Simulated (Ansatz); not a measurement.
# What a change does: single-point calculation on Al8N8

System: Al8N8 (Al8N8 wurtzite atom rod).
Method of run 1: RKS LC-wPBE with omega 0.1 1/bohr/def2-SVP (Ansatz 0.2.0).

The geometry comes from this level: PBE-D4/def2-SVP. Text and figures count atoms from 1; the logs count them from 0 in places.

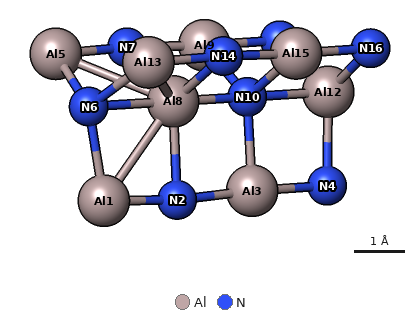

Fig. 1: The structure (ball-and-stick view, seen at a tilt; atoms are numbered from 1 in the order of the input). Sticks mark near contacts.

Input file, run 1:
```yaml
crystal:
  periodic: [false, false, false]
  atoms:
    - {symbol: Al, position_ang: [-1.672154, -0.960961, -2.692280]}
    - {symbol: N, position_ang: [-1.740047, -0.996470, -0.904419]}
    - {symbol: Al, position_ang: [-1.660451, -0.950739, 0.932515]}
    - {symbol: N, position_ang: [-1.654681, -0.945932, 2.766275]}
    - {symbol: Al, position_ang: [1.666938, -0.967341, -2.687347]}
    - {symbol: N, position_ang: [-0.000220, -0.001176, -3.033075]}
    - {symbol: N, position_ang: [1.731402, -1.008090, -0.900224]}
    - {symbol: Al, position_ang: [-0.002490, -0.001588, -0.969988]}
    - {symbol: Al, position_ang: [1.647738, -0.955521, 0.935167]}
    - {symbol: N, position_ang: [-0.005124, -0.002040, 0.842597]}
    - {symbol: N, position_ang: [1.646343, -0.941373, 2.770081]}
    - {symbol: Al, position_ang: [-0.005364, -0.002033, 2.825813]}
    - {symbol: Al, position_ang: [0.005541, 1.925892, -2.688528]}
    - {symbol: N, position_ang: [0.007483, 2.003202, -0.901176]}
    - {symbol: Al, position_ang: [0.009798, 1.905970, 0.934845]}
    - {symbol: N, position_ang: [0.025297, 1.898191, 2.769743]}
basis:
  gaussian: {orbitals: def2-SVP, initial_orbitals: start.molden}
hamiltonian: {xc: {name: LC-wPBE, parameters: {omega: 0.1/bohr}}}
scf: {omitted_lower_state_checks: [starts]}
output: {orbitals: {seedname: orbitals}}
```

Command:
```bash
ansatz run in.yaml --threads 2 --pin off --events-out ev --progress --plain --max-ram 22528MiB --backend cpu
```

Hardware: 2 CPU threads, shared host.

Output (run 1):
```
Functional definition: LC-wPBE
  parameter omega = 0.4/bohr
  exchange = pbe_x_sr(omega) + exact_x_lr(omega)
  correlation = pbe_c
  with omega = 0.1/bohr from the input
these checks for a lower state are left out or cut short: starts
2920 factors; their error is unknown
192 factors; integrals over basis functions are off by at most 1.9e-7 eV
mean field evaluation 1: about -64637.2357 eV, gradient 1.6e1 eV
mean field evaluation 2: about -64638.0042 eV, gradient 7.1e-1 eV
mean field evaluation 4: about -64637.8297 eV, gradient 1.8e-1 eV
mean field evaluation 8: about -64637.8298 eV, gradient 2.4e-5 eV
mean field evaluation 16: about -64637.8298 eV, gradient 7.3e-6 eV
mean field -64637.82981528 eV, -2375.3964326168 hartree, gradient 7.3e-6 eV, S^2 0.000000; 0 other end points of the search recorded, 0 dependent functions left out
reference -64637.82981542 eV, -2375.3964326220 hartree; 80, 80 occupied and 176, 176 virtual orbitals, 2920 factors
Total energy: -64637.82981542 eV, -2375.3964326220 hartree
Checks for a lower state left out: starts
```

For run 2 the input was changed thus:
```diff
-hamiltonian: {xc: {name: LC-wPBE, parameters: {omega: 0.1/bohr}}}
+hamiltonian: {xc: pbe0, dispersion: d4}
```

Predict how the results change.

The total energies belong to different models, so their difference says nothing on which is more stable or more accurate. The HOMO goes from −6.21 to −5.82 eV. The LUMO goes from −3.57 to −4.41 eV.

Output (run 2):
```
Functional definition: PBE0
  parameter a = 0.25
  parameter kappa = 0.804
  parameter beta = 0.06672455060314922
  exchange = (1 - a)*pbe_x(kappa = kappa, mu = beta*pi^2/3) + a*exact_x
  correlation = pbe_c(beta = beta)
these checks for a lower state are left out or cut short: starts
2384 factors; integrals over basis functions are off by at most 5.8e-4 eV
mean field evaluation 1: about -64633.4137 eV, gradient 1.1e1 eV
mean field evaluation 2: about -64633.7495 eV, gradient 2.6e-1 eV
mean field evaluation 4: about -64634.1396 eV, gradient 2.6e-3 eV
mean field -64634.13961361 eV, -2375.2608202067 hartree, gradient 3.2e-5 eV, S^2 0.000000; 0 other end points of the search recorded, 0 dependent functions left out
reference -64634.13965315 eV, -2375.2608216597 hartree; 80, 80 occupied and 176, 176 virtual orbitals, 2384 factors
Total energy: -64635.29327180 eV, -2375.3032163634 hartree
Checks for a lower state left out: starts
```

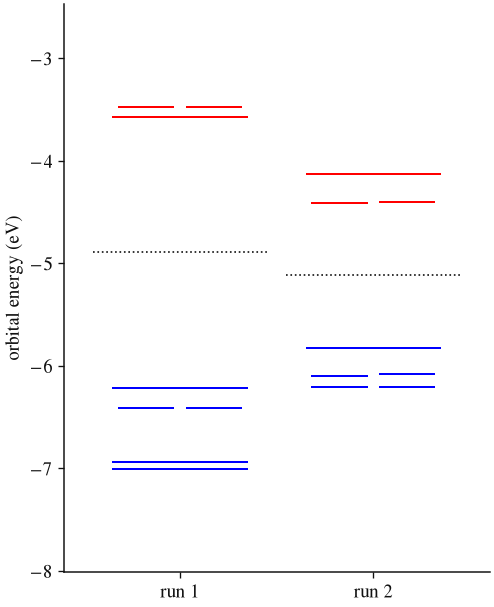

Fig. 2: The five highest filled and three lowest empty orbital energies of the two runs; the dotted lines part filled from empty levels. The HOMO–LUMO gap is 2.64 eV in run 1 and 1.42 eV in run 2.

The two runs side by side:

| quantity | run 1 | run 2 |
| --- | --- | --- |
| outcome | converged | converged |
| total energy (hartree) | −2375.396433 | −2375.303216 |
| HOMO (eV) | −6.21 | −5.82 |
| LUMO (eV) | −3.57 | −4.41 |
| basis functions | 256 | 256 |
| wall time (shared host) | 72 s | 20 s |
